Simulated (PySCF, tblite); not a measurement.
# C₆H₇O₂ radical: geometry, infrared bands and EPR parameters

Aim: predict the infrared bands and EPR parameters of C₆H₇O₂ radical (`[CH2]c1ccc(OC)o1`).

The runs use tblite 0.8.0 and PySCF 2.14.0, with density-fitted response routines of our own; the level of theory stands in each step. All values are computed, except where a source is named. Atoms are numbered from 0 throughout.

### Step 1. The starting structure

15 atoms, charge 0, multiplicity 2; geometry from: force field or distance geometry start.

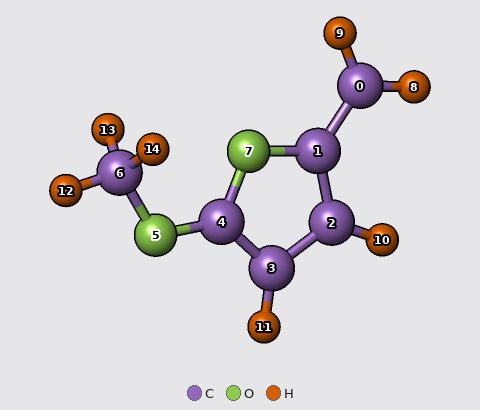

The starting geometry (carbon purple, oxygen green, hydrogen orange), atoms numbered.

### Step 2. Optimising the geometry with GFN2-xTB

Job settings and geometry (Å):

```
{"job": {"kind": "relax", "xc": "GFN2-xTB", "basis": "xTB"}, "charge": 0, "multiplicity": 2}
C     -2.368400     1.039800     0.551600
C     -1.343300     0.355300    -0.115100
C     -1.352800    -0.332900    -1.311600
C     -0.067500    -0.845800    -1.547500
C      0.687400    -0.472800    -0.451700
O      1.959400    -0.684400    -0.148200
C      2.407300    -0.117800     1.079800
O     -0.061500     0.258000     0.412400
H     -3.362800     1.097200     0.121100
H     -2.185100     1.521700     1.507700
H     -2.226100    -0.434300    -1.962400
H      0.276200    -1.439900    -2.377200
H      3.458700    -0.371700     1.219700
H      1.858800    -0.544100     1.927500
H      2.315200     0.979600     1.071800
```

Started as:

```sh
OMP_NUM_THREADS=1 python probes_run.py task.json out
```

The driver reads the jobs from task.json and runs them one after another.

Standard output:

```text
step      E/eV     max force
  0    -666.20952    1.873
  1    -666.26704    0.898
  2    -666.28632    0.373
  3    -666.30107    0.273
  4    -666.30831    0.202
  5    -666.31264    0.174
  6    -666.31525    0.136
  7    -666.31740    0.142
  8    -666.31882    0.093
  9    -666.31952    0.059
 10    -666.31986    0.054
 11    -666.32015    0.054
 12    -666.32052    0.070
 13    -666.32093    0.060
 14    -666.32125    0.054
 15    -666.32149    0.040
 16    -666.32168    0.031
 17    -666.32182    0.028
 18    -666.32192    0.027
 19    -666.32200    0.026
 20    -666.32207    0.024
 21    -666.32216    0.021
 22    -666.32223    0.021
 23    -666.32229    0.021
 24    -666.32233    0.019
 25    -666.32237    0.018
 26    -666.32240    0.015
 27    -666.32243    0.014
 28    -666.32245    0.011
 29    -666.32248    0.013
 30    -666.32251    0.015
 31    -666.32253    0.015
 32    -666.32256    0.016
 33    -666.32259    0.014
 34    -666.32261    0.015
 35    -666.32263    0.014
 36    -666.32265    0.012
 37    -666.32267    0.010
```

Wall time 0.16 s (1 thread of Arm Neoverse V2, shared host).

Step by step: (not every step is listed)

| step | energy from step 0 (eV) | largest force (eV/Å) |
| --- | --- | --- |
| 0 | 0.0000 | 1.8725 |
| 1 | -0.0575 | 0.8980 |
| 2 | -0.0768 | 0.3725 |
| 3 | -0.0915 | 0.2726 |
| 4 | -0.0988 | 0.2022 |
| 5 | -0.1031 | 0.1736 |
| 6 | -0.1057 | 0.1357 |
| 7 | -0.1079 | 0.1415 |
| 8 | -0.1093 | 0.0927 |
| 10 | -0.1103 | 0.0543 |
| 12 | -0.1110 | 0.0696 |
| 14 | -0.1117 | 0.0537 |
| 16 | -0.1122 | 0.0307 |
| 18 | -0.1124 | 0.0266 |
| 20 | -0.1126 | 0.0235 |
| 22 | -0.1127 | 0.0206 |
| 24 | -0.1128 | 0.0187 |
| 26 | -0.1129 | 0.0154 |
| 28 | -0.1129 | 0.0114 |
| 30 | -0.1130 | 0.0153 |
| 32 | -0.1130 | 0.0159 |
| 33 | -0.1131 | 0.0136 |
| 34 | -0.1131 | 0.0153 |
| 35 | -0.1131 | 0.0137 |
| 36 | -0.1131 | 0.0121 |
| 37 | -0.1132 | 0.0101 |

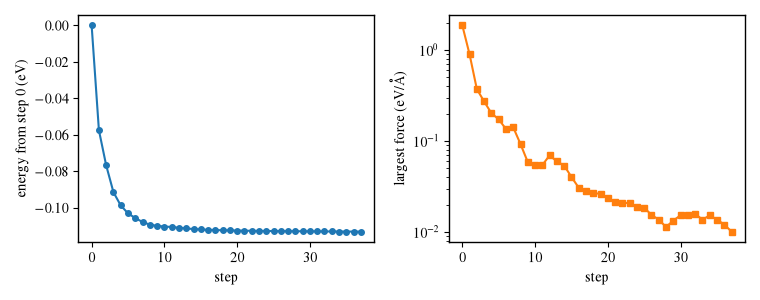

Energy and force, step by step.

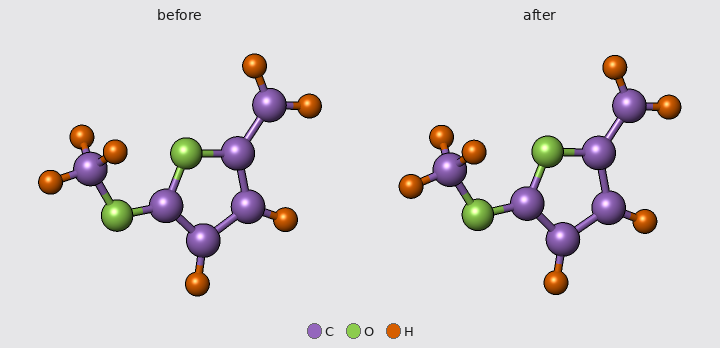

Before and after, at one scale.

Distances of close pairs at the start and the end, largest changes first:

| bond | before (Å) | after (Å) | change (Å) |
| --- | --- | --- | --- |
| C0–C1 | 1.401 | 1.360 | -0.041 |
| C1–C2 | 1.380 | 1.411 | +0.031 |
| C2–H10 | 1.094 | 1.070 | -0.024 |
| C0–H9 | 1.086 | 1.072 | -0.014 |
| C0–H8 | 1.085 | 1.071 | -0.014 |
| C4–O5 | 1.325 | 1.336 | +0.012 |
| C4–O7 | 1.357 | 1.347 | -0.010 |
| O5–C6 | 1.425 | 1.415 | -0.009 |

The final coordinates are the input of the step that follows.

### Step 3. Infrared spectrum with GFN2-xTB

Job settings and geometry (Å):

```
{"job": {"kind": "ir", "xc": "GFN2-xTB", "basis": "xTB"}, "charge": 0, "multiplicity": 2}
C     -2.364347     1.031227     0.539785
C     -1.374438     0.359841    -0.108487
C     -1.362860    -0.339803    -1.334011
C     -0.070536    -0.836945    -1.513880
C      0.651383    -0.432233    -0.412871
O      1.937246    -0.668930    -0.136508
C      2.423315    -0.127805     1.077701
O     -0.104974     0.283908     0.441021
H     -3.344206     1.087022     0.110403
H     -2.182010     1.510604     1.481453
H     -2.201777    -0.454917    -1.987589
H      0.308976    -1.415995    -2.329329
H      3.470266    -0.416667     1.133074
H      1.876120    -0.532903     1.932839
H      2.333428     0.961588     1.084486
```

Standard output:

```text
mode    cm-1     km/mol
  1      97.2      5.75
  2     137.7      0.37
  3     182.0      2.40
  4     202.1      0.46
  5     308.8      3.62
  6     337.0      3.44
  7     483.5      0.11
  8     542.9      1.50
  9     597.4      4.82
 10     606.4     19.72
 11     623.2     10.30
 12     700.3     57.60
 13     712.0     11.36
 14     735.7     11.29
 15     806.6      9.13
 16     918.6      7.93
 17     949.8      0.33
 18     960.7     12.92
 19    1035.2     33.80
 20    1062.5     68.65
 21    1120.5      1.36
 22    1146.8      0.16
 23    1161.1      4.60
 24    1283.5     27.16
 25    1308.2    150.68
 26    1379.4     12.65
 27    1390.7     25.14
 28    1403.4     22.34
 29    1451.3      7.55
 30    1468.3      8.61
 31    1537.9    323.79
 32    1553.0     93.23
 33    2956.6     23.19
 34    2971.4     20.70
 35    3041.2      9.73
 36    3148.6      1.30
 37    3188.4      8.72
 38    3192.8     18.63
 39    3198.9     13.38
```

Run time: 0.34 s. Hardware: 1 thread of Arm Neoverse V2, shared host.

The strongest bands and the atoms that carry them (share of the mass-weighted mode):

| cm⁻¹ | km/mol | atoms |
| --- | --- | --- |
| 700 | 57.6 | H9 41 %, H8 33 %, C0 22 % |
| 1035 | 33.8 | H11 50 %, H10 29 % |
| 1062 | 68.7 | O5 37 %, C6 29 %, H10 12 % |
| 1284 | 27.2 | C1 35 %, C2 21 %, H8 17 % |
| 1308 | 150.7 | C4 46 %, O5 14 %, C3 12 % |
| 1391 | 25.1 | C2 20 %, C3 14 %, H12 14 %, H13 12 % |
| 1538 | 323.8 | C4 56 %, C3 21 % |
| 1553 | 93.2 | C1 51 %, C0 26 % |

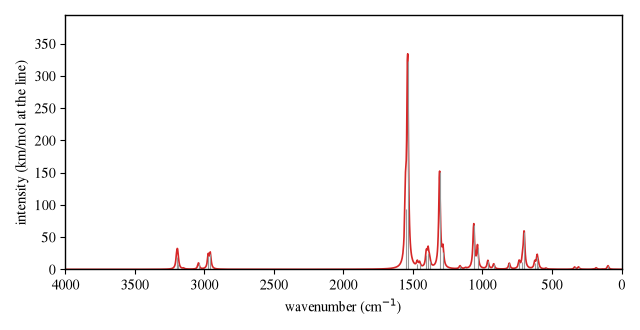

The infrared spectrum from these modes, unscaled. Lines are broadened to a width of 14 cm⁻¹ (Lorentzian).

### Step 4. g tensor and hyperfine couplings: B3LYP/pcH-1

Same as in step 3 but for these lines:

```diff
@@ -1,2 +1,2 @@
-{"job": {"kind": "ir", "xc": "GFN2-xTB", "basis": "xTB"}, "charge": 0, "multiplicity": 2}
+{"job": {"kind": "epr", "basis": "pcH-1"}, "charge": 0, "multiplicity": 2}
 C     -2.364347     1.031227     0.539785
```

With the program's defaults for keys left out, this is: UKS B3LYP, pcH-1 on C H O, non-relativistic, mean-field spin-orbit, GIAO.

Standard output:

```text
UKS, coarse grid
  cycle   1  E = -383.13304814  |g| = 5.43e-01
  cycle   2  E = -383.01974662  |g| = 7.81e-01
  cycle   3  E = -383.24416203  |g| = 9.18e-02
  cycle   4  E = -383.24769113  |g| = 4.84e-02
  cycle   5  E = -383.24888456  |g| = 1.68e-02
  cycle   6  E = -383.24905566  |g| = 7.05e-03
  cycle   7  E = -383.24910757  |g| = 3.30e-03
  cycle   8  E = -383.24911808  |g| = 2.11e-03
  cycle   9  E = -383.24912064  |g| = 3.61e-04
UKS, final grid
  cycle   1  E = -383.24909015  |g| = 5.84e-04
  cycle   2  E = -383.24908979  |g| = 1.02e-03
  cycle   3  E = -383.24909032  |g| = 6.61e-05
  cycle   4  E = -383.24909032  |g| = 1.61e-05
E = -383.24909032 Eh   <S^2> = 0.7717 (exact 0.7500)
g shifts (ppm)      1          2          3
  rmc          -169       -169       -169
  gc             -2         45         28
  oz_so         -18        673       1231
  total        -189        549       1090
hyperfine (MHz)  atom isotope    a_iso     a_fc   dipolar eigenvalues
    0   13C      46.13      46.13    -45.51    -44.54     90.04
    1   13C     -40.11     -40.11    -20.79      8.08     12.71
    2   13C      34.36      34.36    -32.63    -32.45     65.07
    3   13C     -21.98     -21.98     -5.02      2.11      2.92
    4   13C      25.15      25.15    -27.02    -25.80     52.82
    5   17O      -8.81      -8.81    -24.88     11.72     13.16
    6   13C      -2.16      -2.16     -0.67     -0.24      0.91
    7   17O      -1.34      -1.34     -7.01      2.67      4.34
    8    1H     -35.48     -35.48    -20.44     -0.64     21.09
    9    1H     -36.44     -36.44    -21.75     -0.05     21.80
   10    1H     -27.51     -27.51    -14.90     -1.10     16.00
   11    1H       1.47       1.47     -2.71     -0.20      2.90
   12    1H      -0.63      -0.63     -1.21     -1.14      2.35
   13    1H       6.82       6.82     -1.58     -0.93      2.51
   14    1H       6.82       6.82     -1.58     -0.93      2.51
```

Run time: 63 s. Hardware: 1 thread of Arm Neoverse V2, shared host; peak memory 0.96 GiB.

Principal g values 2.00213, 2.00287, 2.00341; g(iso) = 2.00280, against 2.00232 for a free electron.

Mean a(iso) over the nuclei that a row names, and the largest dipolar term of the row (other rows stand at the frozen geometry):

```
       nuclei  isotope  a(iso) (MHz)  a(iso) (G, at g = 2.0023)  largest dipolar term (MHz)
           C0      13C          46.1                       16.5                        90.0
           C1      13C         -40.1                      -14.3                       -20.8
       H8, H9       1H         -36.0                      -12.8                        21.8
           C2      13C          34.4                       12.3                        65.1
          H10       1H         -27.5                       -9.8                        16.0
           C4      13C          25.2                        9.0                        52.8
           C3      13C         -22.0                       -7.8                        -5.0
           O5      17O          -8.8                       -3.1                       -24.9
H12, H13, H14       1H           4.3                        1.5                         2.5
           C6      13C          -2.2                       -0.8                         0.9
          H11       1H           1.5                        0.5                         2.9
           O7      17O          -1.3                       -0.5                        -7.0
```

Mulliken spin populations:

C0 0.60; C1 -0.18; C2 0.40; C3 -0.08; C4 0.26; O5 0.04; C6 0.00; O7 0.01; H8 -0.03; H9 -0.03; H10 -0.02; H11 0.00; H12 0.00; H13 0.00; H14 0.00

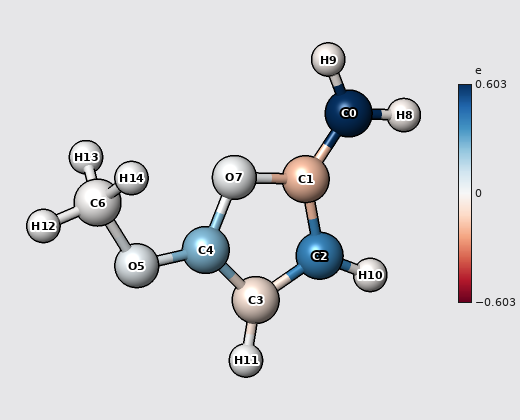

Mulliken spin populations, as colours on the atoms.

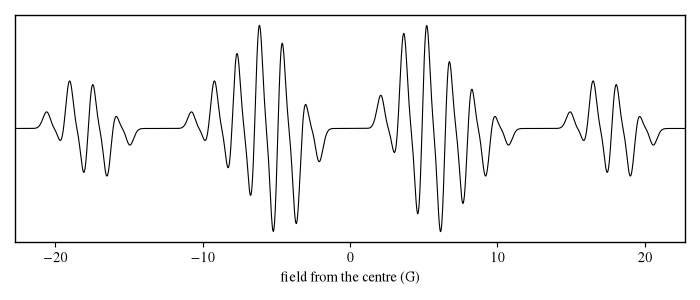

First-order isotropic spectrum (first derivative, main isotopes with spin only, couplings over 0.8 MHz, Gaussian width 0.3 G; couplings of the frozen geometry, rotation of groups not averaged beyond the rows shown).

Orbitals, density, ELF and potential are computed afterwards from the orbital file.

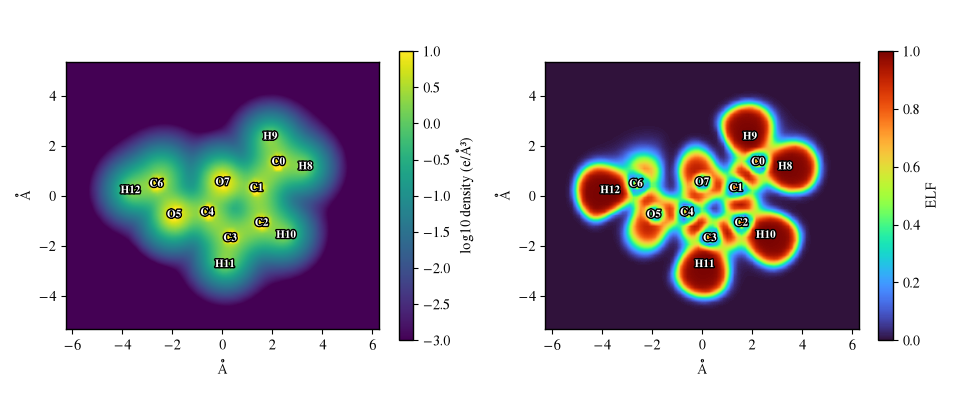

Density (left) and ELF (right) in a plane through or near 13 of the atoms.

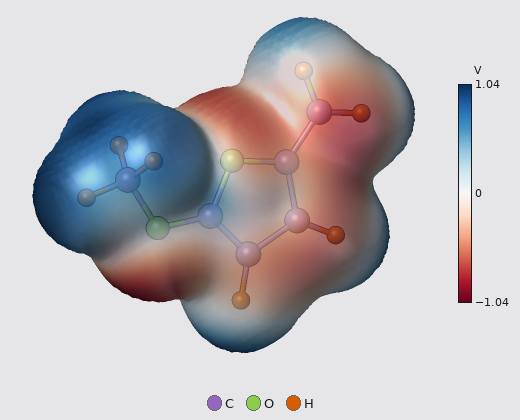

The potential that a unit positive charge feels on the 0.002 e/bohr³ surface, from -0.85 V near O5 to 1.04 V near H12.

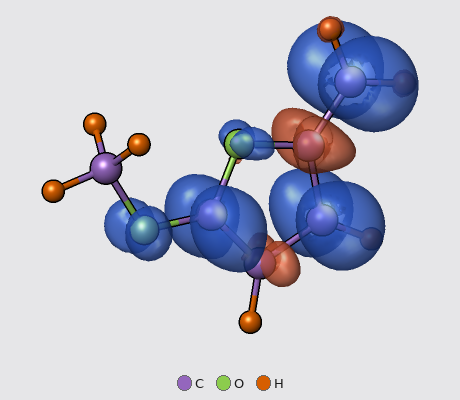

Spin density at ±0.02 e/Å³ (alpha excess blue, beta excess red).

### Step 5. Outcome

| quantity | value |
| --- | --- |
| strongest single infrared mode (GFN2-xTB) | 1538 cm⁻¹, 324 km/mol |
| zero-point energy (GFN2-xTB) | 71.3 kcal/mol |
| g(iso) (B3LYP) | 2.00280 |
| ⟨S²⟩ | 0.772 (exact 0.75) |
| largest a(iso) (averaged by class) | 13C on C0, 46.1 MHz |
| surface potential, least and greatest | -0.85 V and 1.04 V |

The optimisation took 37 steps and gained 0.113 eV; among the close pairs (by a distance rule), C0–C1 changed most, from 1.401 to 1.360 Å. No mode is imaginary among the 39: a minimum at this level. The strongest single mode, at 1538 cm⁻¹, moves mainly C4. GFN2-xTB is a fitted tight-binding method: band positions and strengths are rough. Its intensities can rank the bands wrongly. C0 carries the largest spin population, 0.60 e. The isotropic g lies 0.5 ppt above the free-electron value.
